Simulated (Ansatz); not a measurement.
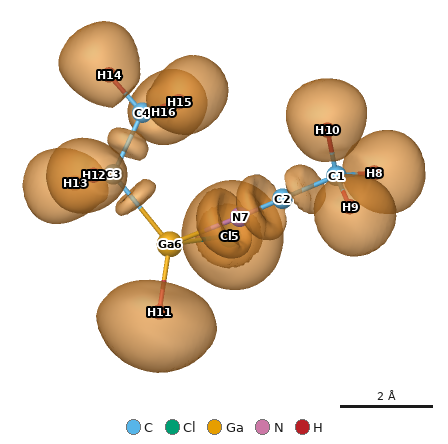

The picture shows: C$_{4}$H$_{9}$ClGaN. Isosurface of the ELF at 0.8 (orange), seen at an oblique angle. Only the valence region is drawn (cores and ρ < 0.01 e/Å³ removed).

Geometry: PBE0-D3(BJ)/def2-SVP.

These are results of isolated molecule in a Gaussian basis; Kohn-Sham density functional theory, functional PBE0 in Ansatz 0.2.0, not measurements.

Input file:

```
crystal:
  periodic: [false, false, false]
  atoms:
    - {symbol: C, position_ang: [1.071024, -3.457567, -2.005684]}
    - {symbol: C, position_ang: [0.914093, -2.385370, -1.047940]}
    - {symbol: C, position_ang: [1.720732, -0.595237, 2.583928]}
    - {symbol: C, position_ang: [3.022046, -1.358182, 2.367389]}
    - {symbol: Cl, position_ang: [2.557248, 1.144288, -0.312731]}
    - {symbol: Ga, position_ang: [0.985618, 0.230103, 0.946223]}
    - {symbol: N, position_ang: [0.799746, -1.522845, -0.293313]}
    - {symbol: H, position_ang: [1.761979, -3.138421, -2.799342]}
    - {symbol: H, position_ang: [0.098283, -3.707670, -2.452284]}
    - {symbol: H, position_ang: [1.480824, -4.347357, -1.507077]}
    - {symbol: H, position_ang: [-0.432130, 0.869033, 0.742606]}
    - {symbol: H, position_ang: [0.946338, -1.246221, 3.025912]}
    - {symbol: H, position_ang: [1.871772, 0.223161, 3.309344]}
    - {symbol: H, position_ang: [3.441983, -1.749969, 3.309393]}
    - {symbol: H, position_ang: [2.879241, -2.221696, 1.696266]}
    - {symbol: H, position_ang: [3.787822, -0.718837, 1.901057]}
basis:
  gaussian: {orbitals: def2-SVPD}
output: {forces: true, orbitals: {seedname: orbitals}}
hamiltonian: {xc: {name: PBE0}}
```

Run with:

```sh
ansatz run input.yaml --threads 4 --pin off --max-ram 7830MiB --events-out events.jsonl --progress --plain --runs-dir runs
```

Q: Where are the electrons localised?

A: At this value the surface marks out two regions between bonded C–C atoms (shared pairs), one region between bonded C–N atoms (shared pairs), nine regions around hydrogen nuclei, one lobe of the valence shell of C pointing towards Ga (polar bonds), one lobe of the valence shell of N pointing towards Ga and one region wrapped around Cl (its valence shell).

Values along the shortest contacts:
C–N (1.15 Å): the ELF peaks at about 0.85 between the atoms (a short, multiple covalent bond). C–C (1.45 Å): the ELF peaks at about 0.95 between the atoms (localised, covalent bonding).
